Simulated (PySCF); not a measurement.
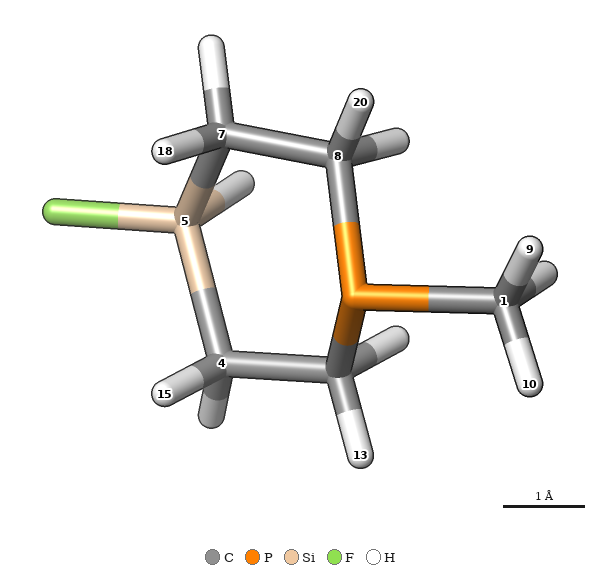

The input geometry (stick view, seen at a tilt; atoms are numbered from 1 in the order of the input). Bond lengths as drawn: C–C 1.53 Å, C–H 1.10 to 1.11 Å, C–P 1.85 to 1.87 Å, C–Si 1.87 Å, F–Si 1.63 Å and H–Si 1.49 Å.

NMR shielding calculation of C5H12FPSi

- system: C5H12FPSi
- method: GIAO B3LYP/pcSseg-1 NMR shielding, non-relativistic, gas phase (PySCF 2.14.0)

The geometry comes from this level: PBE0-D3(BJ)/def2-SVP. Figures and captions count atoms from 1; the log counts them from 0 in places.

The input
```
{"job": {"kind": "nmr", "xc": "B3LYP", "basis": "pcSseg-1", "pop": false}, "charge": 0, "multiplicity": 1}
C     -2.914522    -0.231273    -0.819998
P     -1.428221    -0.229443     0.275822
C     -0.666969     1.393204    -0.242391
C      0.749357     1.576429     0.320343
Si     1.916418     0.280256    -0.361200
F      3.328035     0.313266     0.457343
C      1.108796    -1.397766    -0.164079
C     -0.330934    -1.384020    -0.694893
H     -3.410550    -1.211794    -0.760686
H     -3.631388     0.524714    -0.465244
H     -2.666913    -0.020873    -1.873471
H     -0.665701     1.462135    -1.346388
H     -1.334245     2.194166     0.118657
H      1.130479     2.587740     0.099759
H      0.735453     1.483821     1.420893
H      2.236573     0.553778    -1.795152
H      1.708328    -2.171334    -0.672609
H      1.114532    -1.656438     0.909770
H     -0.355938    -1.102841    -1.764485
H     -0.779666    -2.389813    -0.627537
```

The first line tells a small driver script what to run in PySCF; the rest is the geometry in Å.

Machine: 1 CPU thread, shared host.

Run as:
```bash
OMP_NUM_THREADS=1 python <driver script> task.json out
```

The program's output
```
coarse grid: 17208 points
cycle   1  E = -928.3416134266  dE =  5.857e-01  |g| = 7.464e-01  |ddm| = 4.033e+00
cycle   2  E = -928.2420312090  dE =  9.958e-02  |g| = 1.080e+00  |ddm| = 1.457e+00
cycle   3  E = -928.4540982958  dE = -2.121e-01  |g| = 1.016e-01  |ddm| = 8.963e-01
cycle   4  E = -928.4557061365  dE = -1.608e-03  |g| = 3.852e-02  |ddm| = 1.010e-01
cycle   5  E = -928.4560062268  dE = -3.001e-04  |g| = 7.681e-03  |ddm| = 3.958e-02
cycle   6  E = -928.4560189417  dE = -1.271e-05  |g| = 3.394e-03  |ddm| = 1.306e-02
cycle   7  E = -928.4560218446  dE = -2.903e-06  |g| = 6.112e-04  |ddm| = 3.659e-03
final grid: 155960 points
cycle   8  E = -928.5156371783  dE = -3.808e-05  |g| = 6.546e-03  |ddm| = 3.161e-02
cycle   9  E = -928.5156298978  dE =  7.280e-06  |g| = 8.430e-03  |ddm| = 1.293e-02
cycle  10  E = -928.5156479903  dE = -1.809e-05  |g| = 8.215e-04  |ddm| = 7.500e-03
cycle  11  E = -928.5156481060  dE = -1.157e-07  |g| = 2.743e-04  |ddm| = 1.019e-03
cycle  12  E = -928.5156481190  dE = -1.306e-08  |g| = 5.486e-05  |ddm| = 2.368e-04
cycle  13  E = -928.5156481195  dE = -4.975e-10  |g| = 1.919e-05  |ddm| = 7.949e-05
```

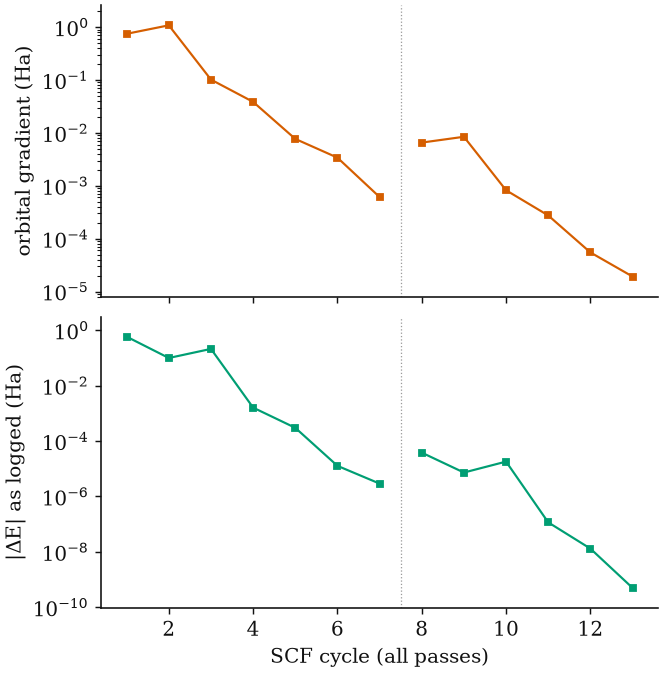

Convergence of the self-consistent field: orbital gradient and size of the energy change against the SCF cycle. The dotted line marks the change from a coarse to the final integration grid. The first 7 cycles use a coarse grid, the final grid takes over at cycle 8, and the field converges after 13 cycles in all.

```
converged SCF energy = -928.5156481195

GIAO shielding tensors (ppm)
atom      isotropic    diamagn.    paramagn.     s11        s22        s33       span
  0 C      162.667     252.185     -89.518    150.231    155.876    181.896     31.665
  1 P      345.167     967.776    -622.610    315.053    349.298    371.149     56.095
  2 C      148.901     253.197    -104.296    134.227    141.246    171.231     37.004
  3 C      166.381     253.008     -86.626    159.522    161.405    178.218     18.696
  4 Si     318.936     877.377    -558.441    273.712    321.924    361.173     87.461
  5 F      368.728     466.231     -97.504    355.019    366.930    384.234     29.215
  6 C      166.368     253.034     -86.666    159.455    161.344    178.305     18.850
  7 C      148.962     253.215    -104.253    134.629    141.092    171.165     36.536
  8 H       30.413      29.556       0.857     26.168     27.507     37.565     11.397
  9 H       30.400      29.551       0.849     26.153     27.470     37.577     11.424
 10 H       30.719      31.344      -0.626     26.767     29.213     36.175      9.408
 11 H       30.422      33.558      -3.137     26.942     30.274     34.050      7.108
 12 H       29.675      31.768      -2.094     24.044     28.851     36.131     12.087
 13 H       30.181      29.157       1.024     25.115     27.845     37.584     12.469
 14 H       30.435      31.482      -1.047     27.012     28.776     35.516      8.505
 15 H       26.486      29.266      -2.780     23.252     25.079     31.128      7.876
 16 H       30.183      29.130       1.053     25.116     27.853     37.581     12.465
 17 H       30.435      31.485      -1.049     27.019     28.792     35.496      8.477
 18 H       30.415      33.543      -3.128     26.934     30.268     34.043      7.109
 19 H       29.682      31.743      -2.061     24.052     28.842     36.151     12.099
```

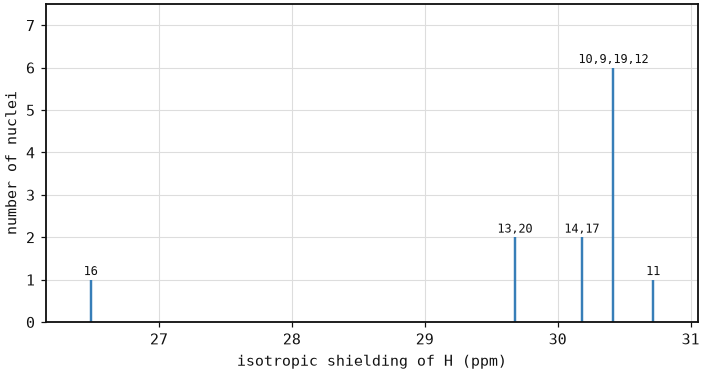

Isotropic shieldings of the hydrogen nuclei in this fixed geometry, labelled by atom number; shielding grows to the right, so chemical shift grows to the left. The least shielded is H16 (26.5 ppm), the most shielded H11 (30.7 ppm).

Results in brief

```csv
quantity,value
outcome,converged
total energy,−928.515648 hartree
HOMO,−6.42 eV
LUMO,0.44 eV
dipole moment,2.33 D
"isotropic shielding, C",148.9 to 166.4 ppm
"isotropic shielding, P",345.2 ppm
"isotropic shielding, Si",318.9 ppm
"isotropic shielding, F",368.7 ppm
"isotropic shielding, H",26.5 to 30.7 ppm
wall time,34 s
peak memory,1.1 GiB
```
